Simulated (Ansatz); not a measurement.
**C: a frozen normal mode, part 1 of 2**

The task, for C: trace the energy along mode 9.

Computed with Ansatz 0.2.0 (DFT r2SCAN, scalar-relativistic, plane waves, PAW, unless a step's input says otherwise).

2 further runs of the same task are left out: 2 set aside as unsound or not needed. Runs told in other sessions of the task aren't counted.

## Step 1: The system as given

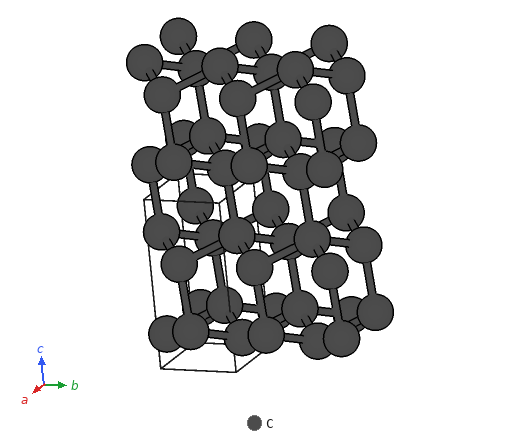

Start, viewed slightly off an axis; carbon dark grey. 2×3×2 cells are drawn.

Structure file:

```
C
1.0
     0.00000   -1.78014   -1.78014
    -1.78014    0.00000   -1.78014
     1.78014    1.78014   -3.56028
C
4
Direct
  0.75000 0.75000 0.75000
  0.25000 0.25000 0.25000
  0.37500 0.37500 0.87500
  0.87500 0.87500 0.37500
```

It is built from the cell relaxed beforehand with the same method (5.64 Å³/atom).

## Step 2: The reference cell

The cell is repeated 2 times, 4 atoms in all. The reference gives a free energy of -1006.2231 eV, pressure 0.00 GPa, largest force 0.000 eV/Å and gap on the mesh 4.40 eV. It was computed beforehand with the settings of the runs below.

## Step 3: Next: a frozen normal mode

Mode 9 of the phonon run on this cell, counted from the lowest, is frozen in: each atom moves by x times its row below, so x is the largest displacement.

```
atom      ux      uy      uz
  C1   0.577   0.577  -0.577
  C2  -0.577  -0.577   0.577
  C3  -0.577  -0.577   0.577
  C4   0.577   0.577  -0.577
```

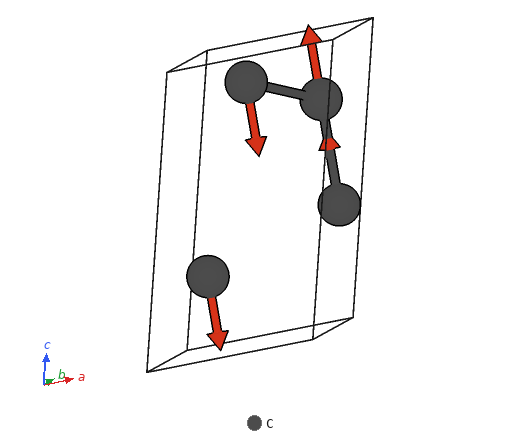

The mode's pattern as arrows, enlarged. Each atom of the cell is drawn once.

## Step 4: Point x = -0.120 Å

File input.yaml:

```yaml
crystal:
  lattice:
    - [0.0, -1.7801417069, -1.7801417069]
    - [-1.7801417069, 0.0, -1.7801417069]
    - [1.7801417069, 1.7801417069, -3.5602834138]
  atoms:
    - { symbol: C, position: [0.7597303377, 0.7597303377, 0.7208104563] }
    - { symbol: C, position: [0.2402696623, 0.2402696623, 0.2791895437] }
    - { symbol: C, position: [0.3652696623, 0.3652696623, 0.9041895437] }
    - { symbol: C, position: [0.8847303377, 0.8847303377, 0.3458104563] }
basis:
  ecutwfc: 500
kpoints:
  mp_grid: { grid: [12, 12, 10] }
hamiltonian:
  xc: r2scan
scf:
  occupations: { method: gaussian, width: 0.05 }
output:
  forces: true
  stress: true
  eigenvalues: true
```

Started as:

```bash
> ansatz run input.yaml --threads 2 --pin off --max-ram 5120MiB --backend cpu --events-out ev --progress --plain --runs-dir out
```

Output, cut to the lines that bear on the results:

```text
Warning: the atoms were moved onto the symmetric positions of the space group found under crystal.symmetry.tolerance 1.0e-5 (fractional; no operation is sought that the atoms, as they stand in a round, miss by more than twice it, and no atom is moved by as much as it), and the run uses [...]
Warning: crystal.symmetry: narrowed to the stabiliser of the k-point mesh — unitary ops 12 → 4; excluded 8 operations that carry a point of the 12×12×10 mesh (shift [0, 0, 0]) off the mesh (the run samples exactly the mesh kpoints.mp_grid names, as under crystal.symmetry.detect: false, [...]
Warning: RAYON_NUM_THREADS=2 ignored (pool sized by the plan → 2); use --threads N
[...]
Pseudopotentials: kind: paw
Pseudopotential: C, paw, valence charge 4, recommended cutoff 500 eV (meta_gga), C.paw.azcp
Functional definition: r2SCAN
[...]
Crystal: 4 atoms, lattice volume = 22.564 Å³
Basis set: ecut = 500 eV, 555 PW (Γ), exchange–correlation on 80×80×128 points (64 copies of the dense FFT grid, shifted against one another)
Bands: 12, of which v1, the nominal top of the filled ones, is band 8 counted from 1 (7 counted from 0)
Symmetry: 4 space group operations
k-points: 398 of 1440
[...]
SCF iter   1: F=—  HF=-1004.068375 eV  |F-HF|=—  |Δ(HF+E_count)|=         —  Δρ=8.74e-3  dr2=6.63e-3  dr2_τ=7.68e-1  ethr=1.77e-3  ⟨swp⟩=5.9  Hψ=28769  notcnv=0
[...]
SCF iter   6: F=-1004.182797 eV  HF=-1004.182797 eV  |F-HF|=4.20e-9  |Δ(HF+E_count)|=   6.44e-7  Δρ=8.22e-6  dr2=3.51e-9  dr2_τ=8.37e-10  ethr=6.25e-10  ⟨swp⟩=6.1  Hψ=24498  notcnv=0
[...]
SCF converged after 6 iterations
Free energy (F): -1004.182797 eV
[...]
E sigma→0 (E₀):  -1004.182797 eV
Fermi energy:    16.000763 eV
[...]
--- Forces (eV/Å), atoms counted from 1 ---
  atom   1  C      4.99315114     4.99315114    -4.99314712
  atom   2  C     -4.55554893    -4.55554893     4.55553962
  atom   3  C     -4.99315114    -4.99315114     4.99314712
  atom   4  C      4.55554893     4.55554893    -4.55553962
[...]
--- Stress (GPa, compression-positive) ---
        7.348239      -8.297524       8.297540
       -8.297524       7.348239       8.297540
        8.297540       8.297540       7.348450
  P = ⅓ Tr σ = 7.3483 GPa (73.483 kbar)
--- Band table (eV; the first three rows and the last of 398) ---
  k-point 0: bands = ["-9.7197", "-2.8319", "-0.9665", "9.3166", "9.3166", "13.8181", "14.6376", "14.6376", "19.0375", "19.1144", "19.1144", "22.1004"]
[...]
```

It took 5.4 s on 2 threads of Oxide Virtual Turin-like (Zen 5), shared host; peak memory 0.5 GiB.

## Step 5: At x = 0.090 Å

File input.yaml:

```yaml
crystal:
  lattice:
    - [0.0, -1.7801417069, -1.7801417069]
    - [-1.7801417069, 0.0, -1.7801417069]
    - [1.7801417069, 1.7801417069, -3.5602834138]
  atoms:
    - { symbol: C, position: [0.7427022467, 0.7427022467, 0.7718921578] }
    - { symbol: C, position: [0.2572977533, 0.2572977533, 0.2281078422] }
    - { symbol: C, position: [0.3822977533, 0.3822977533, 0.8531078422] }
    - { symbol: C, position: [0.8677022467, 0.8677022467, 0.3968921578] }
basis:
  ecutwfc: 500
kpoints:
  mp_grid: { grid: [12, 12, 10] }
hamiltonian:
  xc: r2scan
scf:
  occupations: { method: gaussian, width: 0.05 }
output:
  forces: true
  stress: true
  eigenvalues: true
```

Started as:

```bash
> ansatz run input.yaml --threads 2 --pin off --max-ram 5120MiB --backend cpu --events-out ev --progress --plain --runs-dir out
```

Output, cut to the lines that bear on the results:

```text
[...]
SCF converged after 6 iterations
Free energy (F): -1005.061675 eV
[...]
E sigma→0 (E₀):  -1005.061675 eV
Fermi energy:    15.873708 eV
[...]
--- Forces (eV/Å), atoms counted from 1 ---
  atom   1  C     -3.54535898    -3.54535898     3.54536226
  atom   2  C      3.79112958     3.79112958    -3.79113108
  atom   3  C      3.54535898     3.54535898    -3.54536226
  atom   4  C     -3.79112958    -3.79112958     3.79113108
[...]
--- Stress (GPa, compression-positive) ---
        4.164002      -4.854514       4.854524
       -4.854514       4.164002       4.854524
        4.854524       4.854524       4.164226
  P = ⅓ Tr σ = 4.1641 GPa (41.641 kbar)
--- Band table (eV; the first three rows and the last of 398) ---
  k-point 0: bands = ["-9.5709", "-3.0633", "-0.8538", "9.6950", "9.6950", "13.6306", "14.1874", "14.1874", "19.1217", "19.1857", "19.1857", "22.2000"]
[...]
```

It took 8.5 s on 2 threads of Oxide Virtual Turin-like (Zen 5), shared host; peak memory 0.49 GiB.

## Step 6: At x = -0.060 Å

File input.yaml:

```yaml
crystal:
  lattice:
    - [0.0, -1.7801417069, -1.7801417069]
    - [-1.7801417069, 0.0, -1.7801417069]
    - [1.7801417069, 1.7801417069, -3.5602834138]
  atoms:
    - { symbol: C, position: [0.7548651689, 0.7548651689, 0.7354052281] }
    - { symbol: C, position: [0.2451348311, 0.2451348311, 0.2645947719] }
    - { symbol: C, position: [0.3701348311, 0.3701348311, 0.8895947719] }
    - { symbol: C, position: [0.8798651689, 0.8798651689, 0.3604052281] }
basis:
  ecutwfc: 500
kpoints:
  mp_grid: { grid: [12, 12, 10] }
hamiltonian:
  xc: r2scan
scf:
  occupations: { method: gaussian, width: 0.05 }
output:
  forces: true
  stress: true
  eigenvalues: true
```

Started as:

```bash
> ansatz run input.yaml --threads 2 --pin off --max-ram 5120MiB --backend cpu --events-out ev --progress --plain --runs-dir out
```

Output, cut to the lines that bear on the results:

```text
[...]
SCF converged after 6 iterations
Free energy (F): -1005.702496 eV
[...]
E sigma→0 (E₀):  -1005.702496 eV
Fermi energy:    15.736667 eV
[...]
--- Forces (eV/Å), atoms counted from 1 ---
  atom   1  C      2.54219963     2.54219963    -2.54220081
  atom   2  C     -2.43302763    -2.43302763     2.43302926
  atom   3  C     -2.54219963    -2.54219963     2.54220081
  atom   4  C      2.43302763     2.43302763    -2.43302926
[...]
--- Stress (GPa, compression-positive) ---
        1.860359      -2.218496       2.218501
       -2.218496       1.860359       2.218501
        2.218501       2.218501       1.860556
  P = ⅓ Tr σ = 1.8604 GPa (18.604 kbar)
--- Band table (eV; the first three rows and the last of 398) ---
  k-point 0: bands = ["-9.4572", "-3.2386", "-0.7704", "10.0419", "10.0419", "13.4956", "13.7886", "13.7886", "19.2020", "19.2387", "19.2387", "22.2705"]
[...]
```

Run time: 6.7 s. Hardware: 2 threads of Oxide Virtual Turin-like (Zen 5), shared host; peak memory 0.5 GiB.

## Step 7: Point x = 0.030 Å

File input.yaml:

```yaml
crystal:
  lattice:
    - [0.0, -1.7801417069, -1.7801417069]
    - [-1.7801417069, 0.0, -1.7801417069]
    - [1.7801417069, 1.7801417069, -3.5602834138]
  atoms:
    - { symbol: C, position: [0.7475674156, 0.7475674156, 0.7572973859] }
    - { symbol: C, position: [0.2524325844, 0.2524325844, 0.2427026141] }
    - { symbol: C, position: [0.3774325844, 0.3774325844, 0.8677026141] }
    - { symbol: C, position: [0.8725674156, 0.8725674156, 0.3822973859] }
basis:
  ecutwfc: 500
kpoints:
  mp_grid: { grid: [12, 12, 10] }
hamiltonian:
  xc: r2scan
scf:
  occupations: { method: gaussian, width: 0.05 }
output:
  forces: true
  stress: true
  eigenvalues: true
```

Started as:

```bash
> ansatz run input.yaml --threads 2 --pin off --max-ram 5120MiB --backend cpu --events-out ev --progress --plain --runs-dir out
```

Output, cut to the lines that bear on the results:

```text
[...]
SCF converged after 6 iterations
Free energy (F): -1006.092258 eV
[...]
E sigma→0 (E₀):  -1006.092258 eV
Fermi energy:    15.628188 eV
[...]
--- Forces (eV/Å), atoms counted from 1 ---
  atom   1  C     -1.24288608    -1.24288608     1.24288337
  atom   2  C      1.27019578     1.27019578    -1.27018990
  atom   3  C      1.24288608     1.24288608    -1.24288337
  atom   4  C     -1.27019578    -1.27019578     1.27018990
[...]
--- Stress (GPa, compression-positive) ---
        0.467148      -0.564146       0.564159
       -0.564146       0.467148       0.564159
        0.564159       0.564159       0.467395
  P = ⅓ Tr σ = 0.4672 GPa (4.672 kbar)
--- Band table (eV; the first three rows and the last of 398) ---
  k-point 0: bands = ["-9.3856", "-3.3483", "-0.7191", "10.3021", "10.3021", "13.4141", "13.4973", "13.4973", "19.2607", "19.2713", "19.2713", "22.3126"]
[...]
```

Run time: 7.3 s. Hardware: 2 threads of Oxide Virtual Turin-like (Zen 5), shared host; peak memory 0.49 GiB.

## Step 8: At x = 0.105 Å

File input.yaml:

```yaml
crystal:
  lattice:
    - [0.0, -1.7801417069, -1.7801417069]
    - [-1.7801417069, 0.0, -1.7801417069]
    - [1.7801417069, 1.7801417069, -3.5602834138]
  atoms:
    - { symbol: C, position: [0.7414859545, 0.7414859545, 0.7755408508] }
    - { symbol: C, position: [0.2585140455, 0.2585140455, 0.2244591492] }
    - { symbol: C, position: [0.3835140455, 0.3835140455, 0.8494591492] }
    - { symbol: C, position: [0.8664859545, 0.8664859545, 0.4005408508] }
basis:
  ecutwfc: 500
kpoints:
  mp_grid: { grid: [12, 12, 10] }
hamiltonian:
  xc: r2scan
scf:
  occupations: { method: gaussian, width: 0.05 }
output:
  forces: true
  stress: true
  eigenvalues: true
```

Started as:

```bash
> ansatz run input.yaml --threads 2 --pin off --max-ram 5120MiB --backend cpu --events-out ev --progress --plain --runs-dir out
```

Output, cut to the lines that bear on the results:

```text
Warning: the atoms were moved onto the symmetric positions of the space group found under crystal.symmetry.tolerance 1.0e-5 (fractional; no operation is sought that the atoms, as they stand in a round, miss by more than twice it, and no atom is moved by as much as it), and the run uses [...]
Warning: crystal.symmetry: narrowed to the stabiliser of the k-point mesh — unitary ops 12 → 4; excluded 8 operations that carry a point of the 12×12×10 mesh (shift [0, 0, 0]) off the mesh (the run samples exactly the mesh kpoints.mp_grid names, as under crystal.symmetry.detect: false, [...]
Warning: RAYON_NUM_THREADS=2 ignored (pool sized by the plan → 2); use --threads N
[...]
[... 3 set-up lines as earlier in the session ...]
[...]
Crystal: 4 atoms, lattice volume = 22.564 Å³
Basis set: ecut = 500 eV, 555 PW (Γ), exchange–correlation on 80×80×128 points (64 copies of the dense FFT grid, shifted against one another)
Bands: 12, of which v1, the nominal top of the filled ones, is band 8 counted from 1 (7 counted from 0)
[... 1 set-up line as earlier in the session ...]
k-points: 398 of 1440
[...]
SCF iter   1: F=—  HF=-1004.536723 eV  |F-HF|=—  |Δ(HF+E_count)|=         —  Δρ=8.59e-3  dr2=5.43e-3  dr2_τ=7.70e-1  ethr=1.77e-3  ⟨swp⟩=5.8  Hψ=28581  notcnv=0
[...]
SCF iter   6: F=-1004.650986 eV  HF=-1004.650986 eV  |F-HF|=6.25e-9  |Δ(HF+E_count)|=   9.80e-7  Δρ=1.19e-5  dr2=7.46e-9  dr2_τ=1.13e-9  ethr=6.25e-10  ⟨swp⟩=3.7  Hψ=20433  notcnv=0
[...]
SCF converged after 6 iterations
Free energy (F): -1004.650986 eV
[...]
E sigma→0 (E₀):  -1004.650986 eV
Fermi energy:    15.938050 eV
[...]
--- Forces (eV/Å), atoms counted from 1 ---
  atom   1  C     -4.06473777    -4.06473777     4.06473702
  atom   2  C      4.39948278     4.39948278    -4.39948322
  atom   3  C      4.06473777     4.06473777    -4.06473702
  atom   4  C     -4.39948278    -4.39948278     4.39948322
[...]
--- Stress (GPa, compression-positive) ---
        5.649516      -6.488304       6.488318
       -6.488304       5.649516       6.488318
        6.488318       6.488318       5.649728
  P = ⅓ Tr σ = 5.6496 GPa (56.496 kbar)
--- Band table (eV; the first three rows and the last of 398) ---
  k-point 0: bands = ["-9.6414", "-2.9539", "-0.9068", "9.5071", "9.5071", "13.7179", "14.4087", "14.4087", "19.0790", "19.1522", "19.1522", "22.1539"]
[...]
```

It took 6 s on 2 threads of Oxide Virtual Turin-like (Zen 5), shared host; peak memory 0.5 GiB.

(Continued in part 2 of 2.)
